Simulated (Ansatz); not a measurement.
# AlClGaH: the cost of one run

The runs use Ansatz 0.2.0, Gaussian basis; the settings change from run to run.

21 further runs of the same task are left out: 1 for a known fault of the program, 7 that didn't finish, 13 set aside as unsound or not needed. Runs told in other sessions of the task aren't counted.

## (1) The geometry

The geometry is a PBE0/def2-TZVP stationary point (not a proven minimum) of the parent state, kept for this charge and spin. No spin-orbit coupling is included. The filled d shell of Ga may be among the frozen orbitals whatever the setting's name suggests.

4 atoms, charge 0, spin multiplicity 3.

Atoms are counted from 1 here; the program's logs count them from 0.

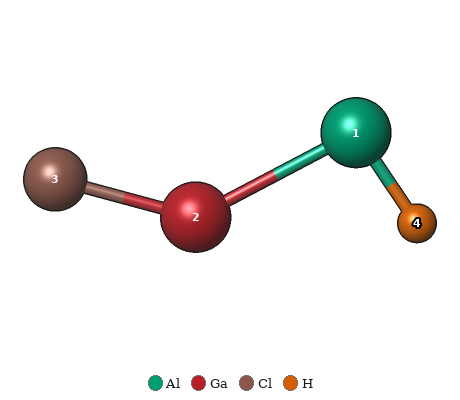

The geometry (aluminium teal, gallium red, chlorine brown, hydrogen orange); atoms are numbered from 1 in the order of the file.

## (2) BCCD on UHF/def2-SVP

Input file in.yaml:

```yaml
crystal:
  periodic: [false, false, false]
  atoms:
    - {symbol: Al, position_ang: [0.000000, -0.534823, 2.550449]}
    - {symbol: Ga, position_ang: [0.000000, 0.411320, -0.006530]}
    - {symbol: Cl, position_ang: [0.000000, -0.428549, -2.021345]}
    - {symbol: H, position_ang: [0.000000, 0.937760, 3.277007]}
basis:
  gaussian: {orbitals: def2-SVP}
magnetization: {spin_polarized: true, initial_magnetization: 2}
hamiltonian: {pseudopotentials: {relativity: scalar}}
correlation: {method: bccd, electrons: outside_noble_gas}
accuracy: high
scf: {lower_state_search: off}
```

Launch:

```bash
> ansatz run in.yaml --threads 1 --pin off --events-out ev --progress --plain --max-ram 2393MiB
```

Q: Estimate wall time and peak memory on 1 thread of Arm Neoverse V2, shared host.

About 6.5 s, with a peak of 0.34 GiB.
